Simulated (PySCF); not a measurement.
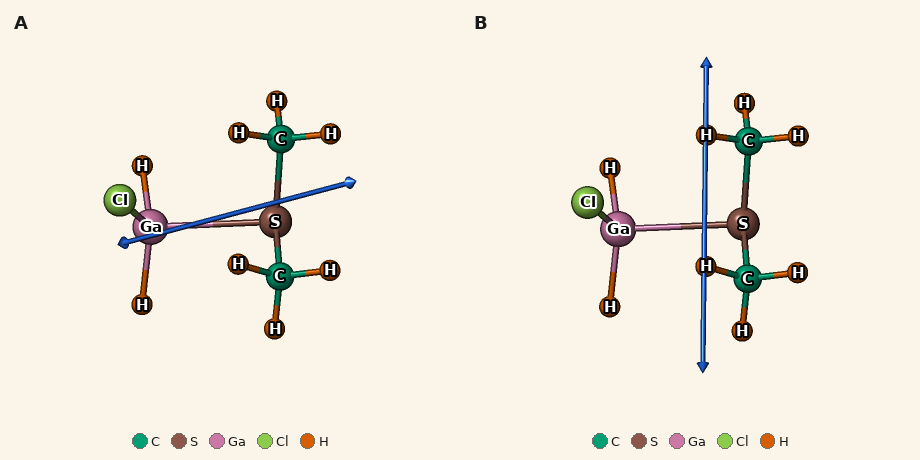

The double arrows show the directions of two transition dipoles from the ground state (lengths mean nothing). The geometry was computed by an optimisation with PBE0-D3(BJ)/def2-SVP. No frequency run is at hand to confirm it as a minimum. Properties computed with TDDFT HF/def2-SVPD, vertical, gas phase, core orbitals frozen in the response (PySCF 2.14.0).

Question. One belongs to singlet state 6 and one to singlet state 8. Which is which?

Answer. A: state 8, 9.08 eV (137 nm), oscillator strength 0.33, of mixed character, with the largest part HOMO → LUMO (weight 0.24).
B: state 6, 8.68 eV (143 nm), oscillator strength 0.074, of mixed character, with the largest part HOMO−1 → LUMO (weight 0.42).
